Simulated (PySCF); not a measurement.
C4H14AlBO (SMILES CB(C)C[O+](C)[AlH3-])

Input

```
{"job": {"kind": "nmr", "xc": "PBE0", "basis": "pcSseg-1"}, "charge": 0, "multiplicity": 1}
C     -2.324574     1.099983    -0.867986
B     -1.189674     0.315543    -0.113060
C     -1.532453    -0.788817     0.949485
C      0.313224     0.628345    -0.517373
O      1.344070    -0.008671     0.245859
C      1.565037     0.559921     1.513363
Al     2.095409    -1.468016    -0.633947
H     -2.690033     0.473639    -1.682371
H     -1.998437     2.035375    -1.315759
H     -3.189808     1.305007    -0.242071
H     -0.739007    -1.528577     1.050815
H     -2.456332    -1.313004     0.714446
H     -1.684770    -0.346070     1.935090
H      0.450775     0.218327    -1.529604
H      0.547739     1.698399    -0.592550
H      2.345597    -0.034911     1.986021
H      0.656647     0.531571     2.119378
H      1.901923     1.596875     1.415487
H      0.813600    -2.341181    -0.933304
H      2.704771    -0.713571    -1.884669
H      3.057375    -1.903222     0.536977
```

Launched as:

```sh
OMP_NUM_THREADS=1 python probes_run.py task.json out
```

Geometry: GFN2-xTB.

All numbers below come from PBE0/pcSseg-1, SCF density, gas phase, non-relativistic (PySCF).

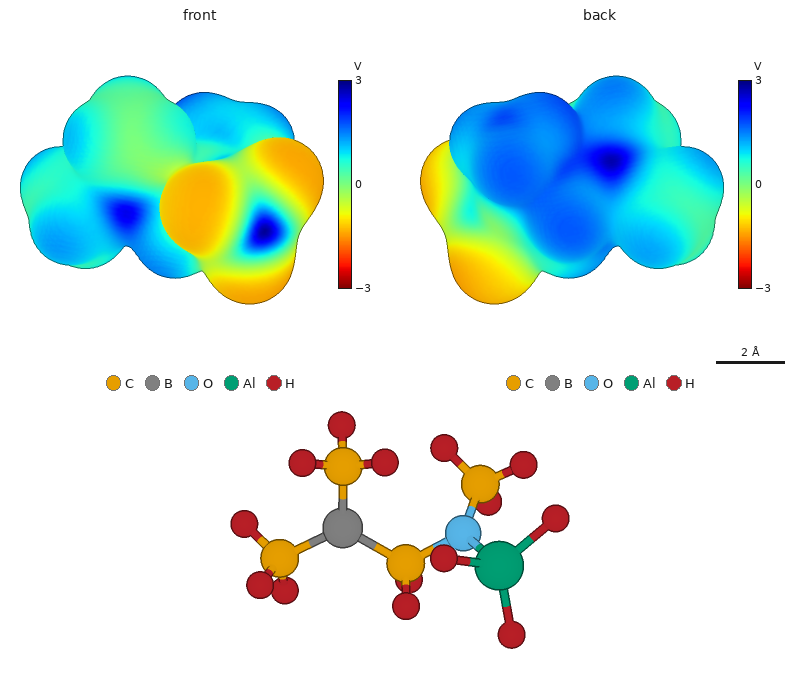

Figure 1. The electrostatic potential painted on the density surface at 0.004 e/bohr³, seen from the front and from behind; red is negative and blue positive. The bare structure is drawn below in the same view.

Q: Where is the surface potential most negative and most positive?

A: The most negative region (about −1.4 V, or −32 kcal/mol for a unit charge) lies over H20 and H21, the most positive (about +2.6 V, or +60 kcal/mol for a unit charge) over B2 and Al7.

Q: How polar is the molecule by this calculation?

A: Its dipole moment is 5.62 D.

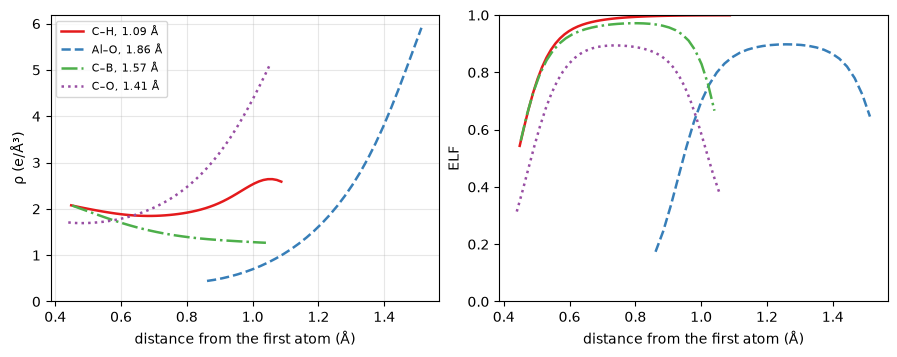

Figure 2. Electron density and ELF along straight lines between neighbouring atoms. The curves leave out the atomic cores.

Q: What can be read from the curves?

A: C–H (1.09 Å): ρ is about 1.9 e/Å³ halfway; the ELF climbs to about 1 towards the hydrogen, as it does in any bond to H (an ordinary covalent bond to hydrogen).
Al–O (1.86 Å): the density is about 0.54 e/Å³ at the midpoint; the ELF peaks at about 0.90 in the valence shell of O, 0.6 Å from its nucleus, and is about 0.45 at the midpoint.
C–B (1.57 Å): ρ is about 1.4 e/Å³ halfway; the ELF peaks at about 1 between the atoms, as expected for localised, covalent bonding.
C–O (1.41 Å): ρ is about 2 e/Å³ halfway, with its minimum of 1.7 e/Å³ about 0.5 Å from C; the ELF peaks at about 0.90 between the atoms, as expected for a polar covalent bond.
